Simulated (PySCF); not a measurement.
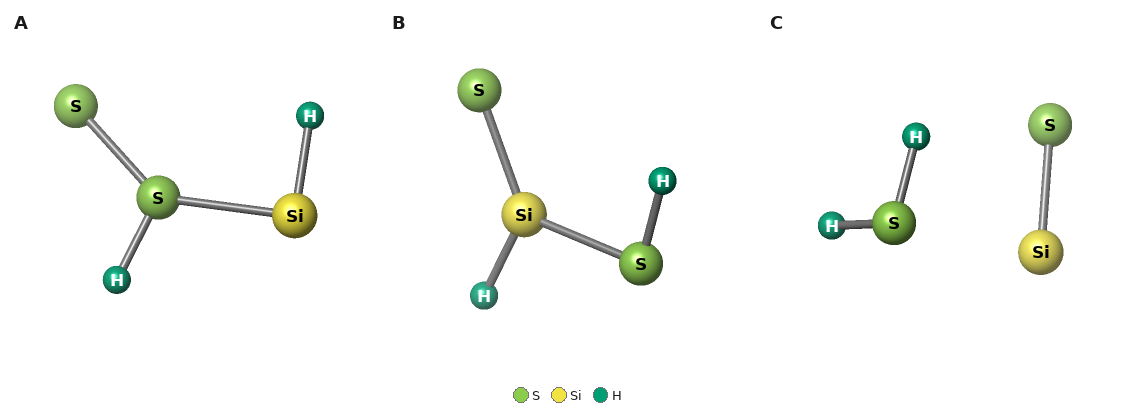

3 stationary structures of one formula. Geometries: PBE-D4/def2-SVP. Electronic energies: PBE-D4/def2-SVP (PySCF 2.14.0), without zero-point energy. No frequency run is at hand to confirm each as a minimum.

Which is lowest in energy, and by how much?

B is lowest (Cs); C lies 21.8 kcal/mol above it (C1), A lies 74.1 kcal/mol above it (Cs).
